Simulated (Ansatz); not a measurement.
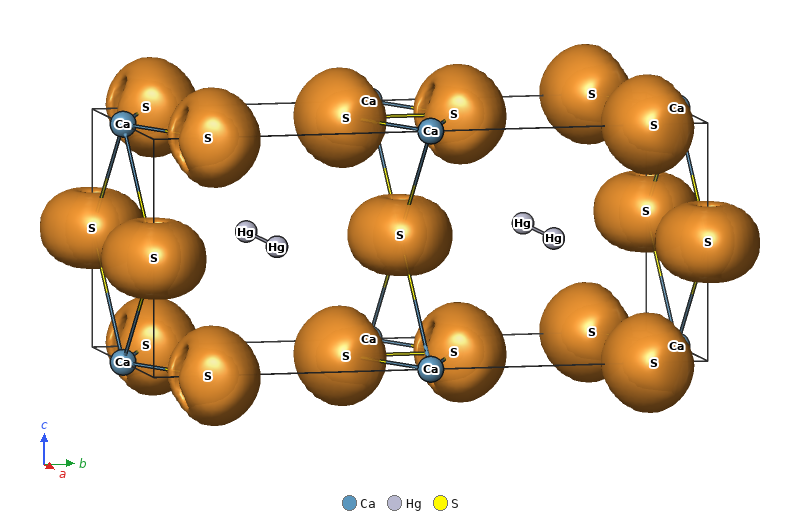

CaHg2S3. Isosurface of the ELF at 0.75 (orange), seen slightly off an axis. Core shells and regions of very low density are left out. Sticks mark near contacts.

Space group Cmmm; a structure from a database of computed crystals, not necessarily the ambient phase; started from the CeAl2Cu3-65 prototype, which need not be the ambient phase.

The calculation used Ansatz, DFT, PBEsol, plane waves, PAW.

In a PAW calculation such maps are meaningful between the atoms, not at the nuclei.

### What do the ELF domains correspond to?

The surface consists of six regions wrapped around S (the valence shell of each), counted in one cell of 12 atoms. Regions shared between cells count once.

Values along the shortest contacts:
S–S (2.23 Å): the ELF peaks at about 0.75 between the atoms. Hg–Hg (2.60 Å): the ELF is about 0.30 at the midpoint; no localised pair shows between them.
